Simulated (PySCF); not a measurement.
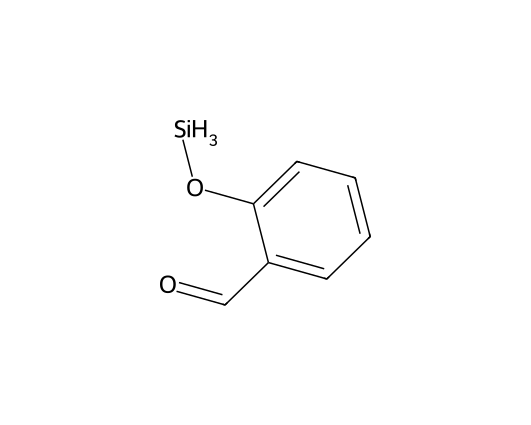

> Give its SMILES.

O=Cc1ccccc1O[SiH3]

> Give the formula, hydrogens included.

C7H8O2Si.

> An optimisation with GFN2-xTB gave a structure of which point group?

Cs. Other conformers may differ.

More results for the same structure follow; atom numbers are the same in all pictures, views and colours differ. The computed structure is the end point of a GFN2-xTB optimisation. No frequency run is at hand to confirm it as a minimum.

### Geometry

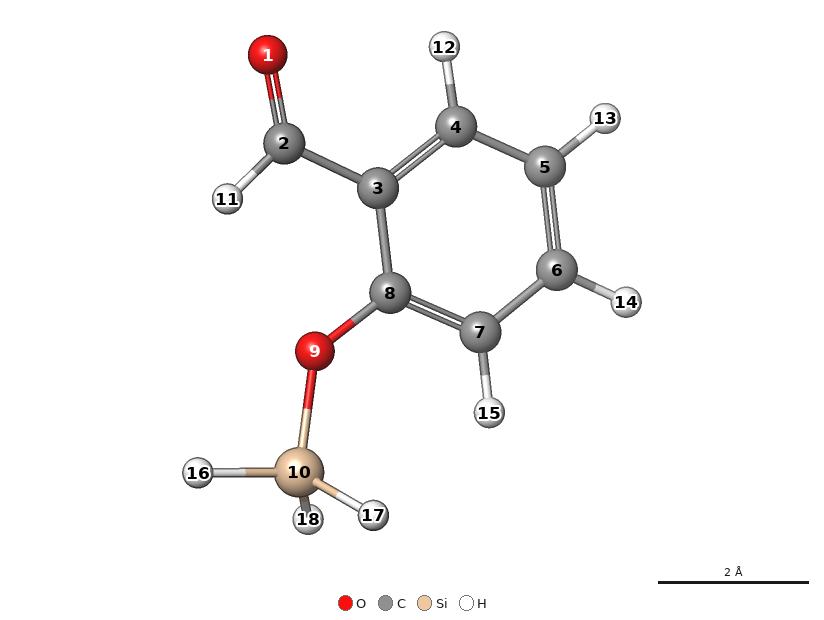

No frequency run is at hand to confirm it as a minimum.

What are the angles C2–C3–C4, C2–C3–C8, C3–C4–C5, C3–C8–O9, C4–C5–C6, C5–C4–H12, C6–C5–H13, C6–C7–C8, C7–C6–H14, C7–C8–O9, C8–C7–H15, O9–Si10–H16?

| angle | degrees |
| --- | --- |
| C2–C3–C4 | 119.8 |
| C2–C3–C8 | 120.9 |
| C3–C4–C5 | 121.0 |
| C3–C8–O9 | 119.0 |
| C4–C5–C6 | 119.4 |
| C5–C4–H12 | 121.4 |
| C6–C5–H13 | 120.1 |
| C6–C7–C8 | 120.7 |
| C7–C6–H14 | 119.4 |
| C7–C8–O9 | 122.0 |
| C8–C7–H15 | 118.7 |
| O9–Si10–H16 | 98.8 |

### NMR shielding

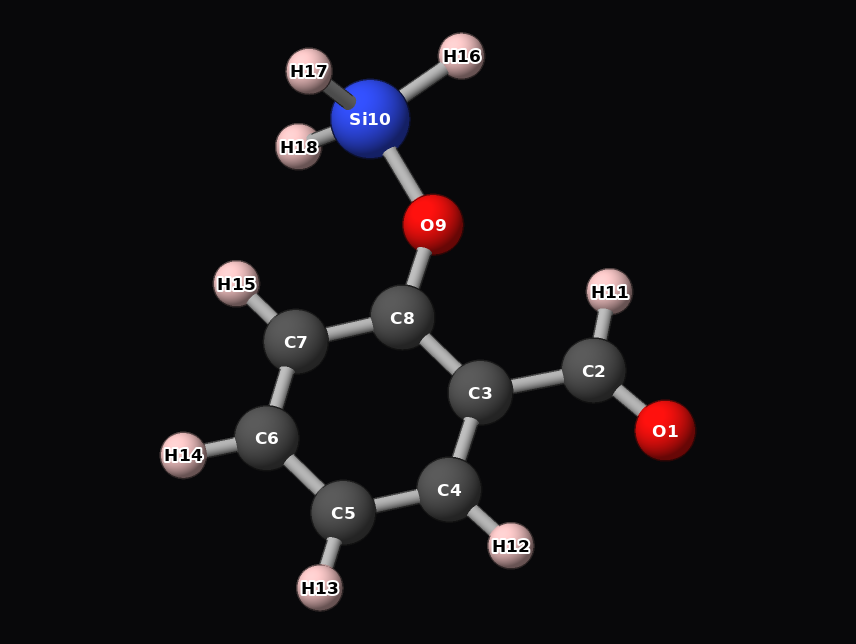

No frequency run is at hand to confirm it as a minimum. Level of theory: GIAO PBE0/pcSseg-1 NMR shielding, non-relativistic, gas phase (PySCF 2.14.0). Principal shieldings σ11 ≤ σ22 ≤ σ33, span Ω = σ33 − σ11, skew κ = 3(σiso − σ22)/Ω.

Give the shielding tensors of the Si atoms.

| atom | σ11 | σ22 | σ33 | σiso | Ω | κ |
| --- | --- | --- | --- | --- | --- | --- |
| Si10 | 351.0 | 359.2 | 460.0 | 390.1 | 108.9 | 0.85 |

Shieldings and span in ppm.

### Electronic properties

No frequency run is at hand to confirm it as a minimum. Level of theory: PBE0/pcSseg-1, gas phase (PySCF 2.14.0).

> Estimate the HOMO–LUMO gap.

5.38 eV.

> Estimate the HOMO energy (Kohn–Sham orbital).

−7.17 eV.

> Estimate the dipole moment.

4.44 D.

### Charges

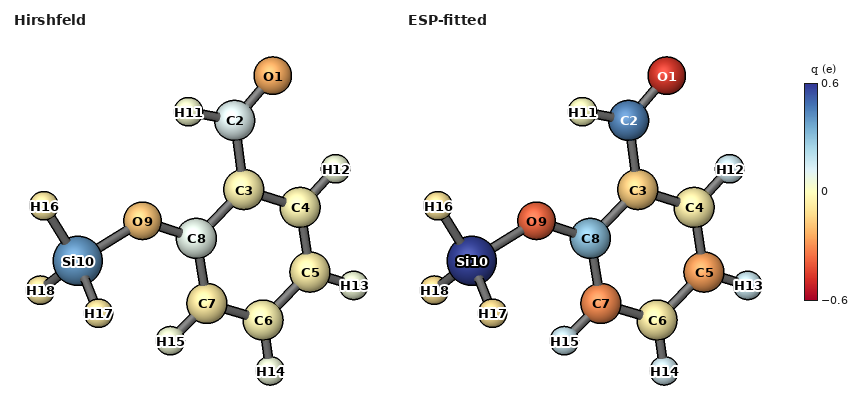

Atomic charges of one calculation by 2 schemes, on one colour scale. No frequency run is at hand to confirm it as a minimum. Method: PBE0/pcSseg-1 (PySCF 2.14.0).

> Which scheme gives the most polar picture (largest mean size of the charges)?

The ESP-fitted charges are the largest in size here.

> On which atom do the schemes disagree most?

On C2 (from 0.11 to 0.44 e).

List the charges (e), one line for each set of equivalent atoms.

| atom | Hirshfeld | ESP-fitted |
| --- | --- | --- |
| O1 | −0.23 | −0.46 |
| C2 | 0.11 | 0.44 |
| C3 | −0.04 | −0.15 |
| C4 | −0.03 | −0.05 |
| C5 | −0.05 | −0.26 |
| C6 | −0.03 | −0.06 |
| C7 | −0.07 | −0.30 |
| C8 | 0.09 | 0.31 |
| O9 | −0.18 | −0.37 |
| Si10 | 0.40 | 0.57 |
| H11 | 0.03 | 0.01 |
| H12 | 0.05 | 0.15 |
| H13 | 0.05 | 0.17 |
| H14 | 0.06 | 0.15 |
| H15 | 0.05 | 0.16 |
| H16 | −0.07 | −0.09 |
| H17, H18 | −0.07 | −0.11 |

### Ring current

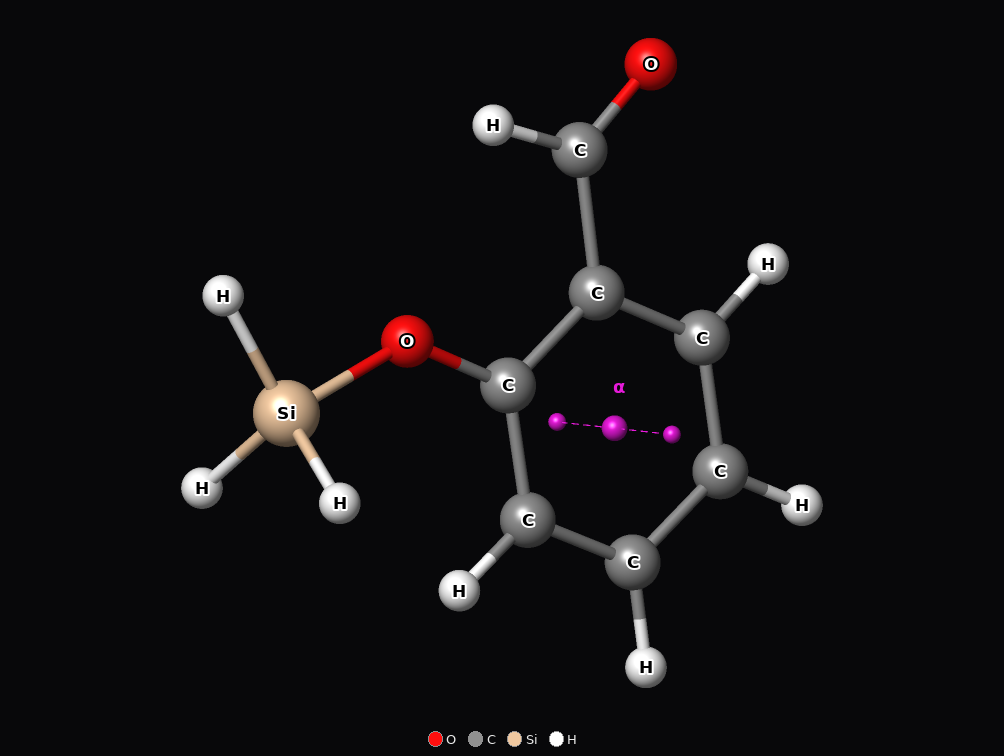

The small points mark where nucleus-independent chemical shifts (NICS) were computed: at the centre of each lettered ring and 1 Å above and below it. No frequency run is at hand to confirm it as a minimum. Method: GIAO PBE0/pcSseg-1 NMR shielding, non-relativistic, gas phase (PySCF 2.14.0).

Give NICS(0), NICS(1) and the out-of-plane component NICS(1)zz for each ring (means of the two sides).

| ring | members | NICS(0) | NICS(1) | NICS(1)zz |
| --- | --- | --- | --- | --- |
| α | C6 | −8.6 | −10.6 | −24.9 |

Values in ppm.

> What do the values say about the ring currents?

Ring α: diatropic, as in an aromatic ring. NICS is one index among several.

The geometry is semi-empirical. Around Si such bond lengths and angles can be off by a tenth of an ångström or more and by several degrees, and values that hang on the shape move with them.
